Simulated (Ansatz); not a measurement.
# BGeH2OSi (charge −1): what the fields show

Input

```
crystal:
  periodic: [false, false, false]
  atoms:
    - {symbol: B, position_ang: [-0.772573, -0.420670, 1.125665]}
    - {symbol: Ge, position_ang: [1.333900, 0.358415, -1.823167]}
    - {symbol: O, position_ang: [-1.520164, -0.001415, 2.002450]}
    - {symbol: Si, position_ang: [0.430544, -1.053683, -0.295517]}
    - {symbol: H, position_ang: [0.556536, -2.545313, -0.096664]}
    - {symbol: H, position_ang: [2.085860, -0.886941, -2.504168]}
basis:
  gaussian: {orbitals: def2-TZVPD}
total_charge: -1
hamiltonian: {xc: pbe0}
output: {forces: true, orbitals: {seedname: orbitals}}
```

Command:

```sh
ansatz run input.yaml --threads 2 --pin off --max-ram 4350MiB --events-out events.jsonl --progress --plain --runs-dir runs
```

Geometry: r2SCAN-D4/def2-SVPD.

All numbers below come from Ansatz 0.2.0, isolated molecule in a Gaussian basis; Kohn-Sham density functional theory, functional PBE0.

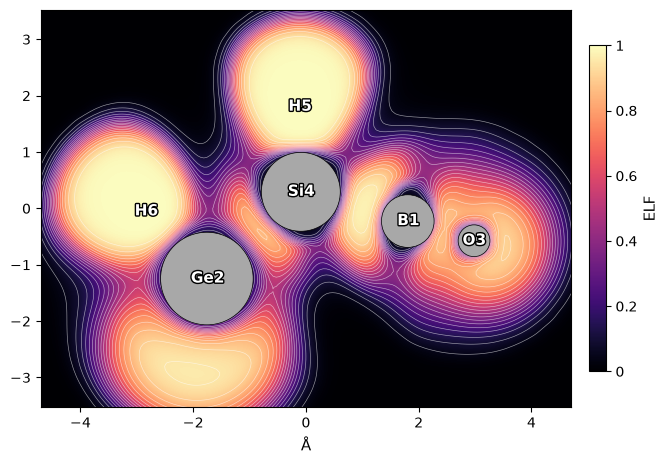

Figure 1. Electron localisation function on the molecular plane. Grey discs cover the atomic cores.

What does the map show?

Answer. The plane passes through B, Ge, O, Si and H nuclei.
B–O (1.23 Å): the ELF peaks at about 0.85 between the atoms, as expected for a short, strongly polar bond.
Si–B (1.97 Å): the ELF peaks at about 1 between the atoms (a covalent bond).
Si–Ge (2.27 Å): the ELF peaks at about 0.85 between the atoms, as expected for localised, covalent bonding.
Si–H (1.51 Å): the ELF climbs to about 1 towards the hydrogen, as it does in any bond to H.
Ge–H (1.61 Å): the ELF climbs to about 1 towards the hydrogen.
The ELF also peaks beside O3, away from the bonds: lone-pair regions.

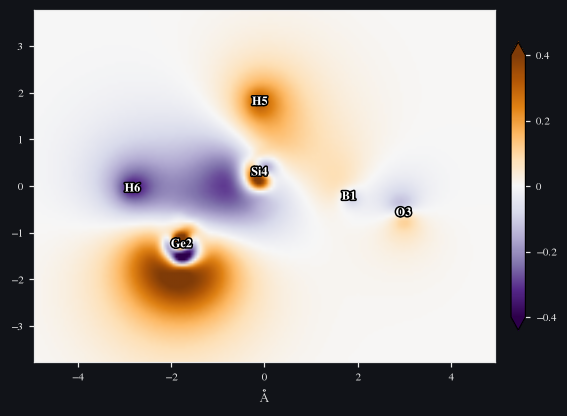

Figure 2. The HOMO−1 on the molecular plane (values in Å⁻³ᐟ²; the overall sign is arbitrary).

Where does this orbital lie, and at what energy?

Answer. Its weight (Hirshfeld) is mainly on Ge2 (about 70 %), Si4 (about 20 %) and H6 (about 10 %); it is symmetric in the molecular plane (an in-plane orbital: σ, lone-pair or in-plane π type). Its energy is −2.11 eV.

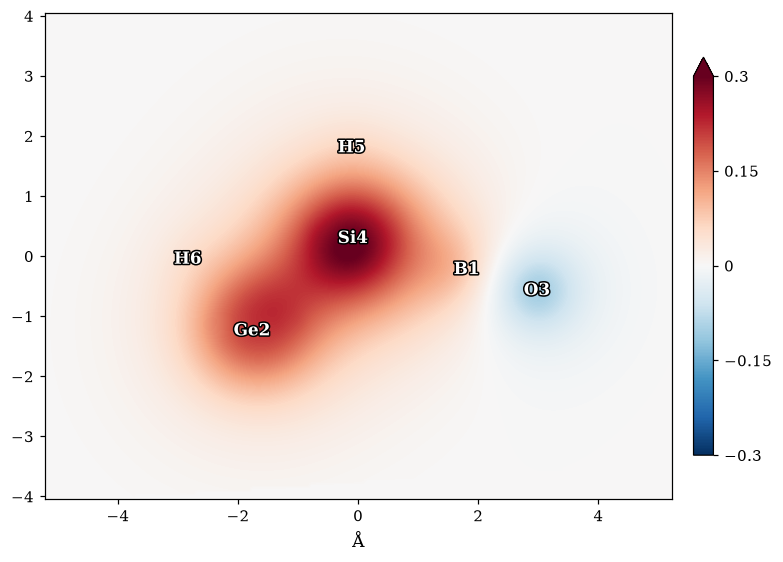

Figure 3. The HOMO on a plane 0.8 Å above the molecular plane (values in Å⁻³ᐟ²; the overall sign is arbitrary).

Where does this orbital lie, and at what energy?

Answer. By Hirshfeld shares it lies mainly on Si4 (about 50 %), Ge2 (about 35 %) and B1 (about 10 %); it changes sign across the molecular plane (π type); π-bonding across Ge2–Si4. Its energy is −1.18 eV.
